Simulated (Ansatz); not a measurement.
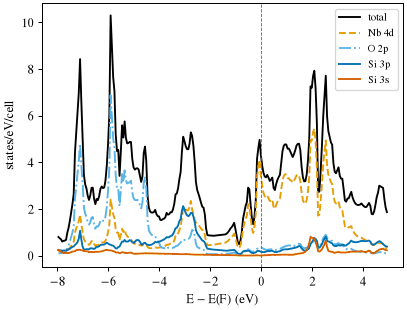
*Total and projected density of states of NbSiO in space group P4/nmm (No. 129; Nb on 2c, Si on 2a, O on 2c), DFT-PBE in the program Ansatz with PAW potentials*

Q: Which orbitals carry the states next to the Fermi level?

A: Within 0.5 eV of the Fermi level: Nb 4d 76 %, O 2p 8 %, Si 3p 5 %, outside the projected shells 5 %. Projections are on Löwdin-orthogonalised atomic valence shells; empty p or d shells of many metals are not among them.

Q: Where is the tallest occupied peak in this window, and what makes it?

A: Near -5.9 eV, about 10 states/eV per cell; the largest projected share is O 2p.

The start of the workflow was typed in or built on a structure type; neither database checked (COD, Materials Project) lists it. Whether it is the stable phase at ambient conditions was not checked. The PBE relaxation kept the symmetry of its start; its stability against distortions is not shown here. The workflow began spin-polarised and lost its moments. Spin–orbit coupling is left out wherever it is not named.

Potentials: the later of the program's two PAW sets.
